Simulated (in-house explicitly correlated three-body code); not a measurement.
Two electrons around a point charge Z = 5.6. Computed variationally in 260 exponentially correlated functions with an in-house code, non-relativistic, converged to about 10⁻⁷ hartree. Wanted, and plotted below: the exact exchange and correlation potentials of the ground state, from inverting its density, with the radial density dashed.

The exchange potential, minus half the Hartree potential for two paired electrons, rises from −5.17 hartree at 0.037 bohr to −1.19 at 0.84 bohr, tending to −1/r far out. The correlation potential is −0.038 hartree at the inner end, crosses zero near 0.10 bohr and has a positive maximum of 0.022 hartree near 0.22 bohr; the density peaks at 0.19 bohr. The LDA correlation potential, by contrast, is negative everywhere. The Kohn-Sham level equals minus the binding of the second electron, −335.7 eV.

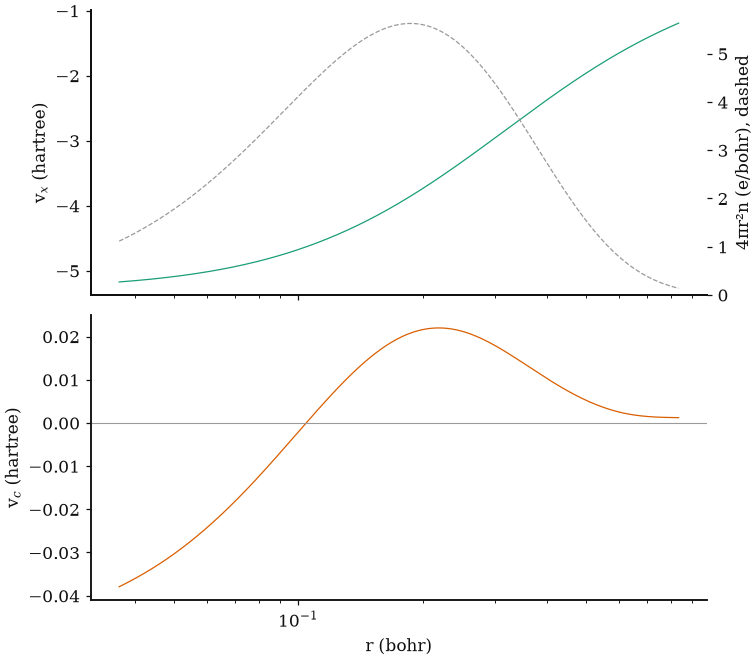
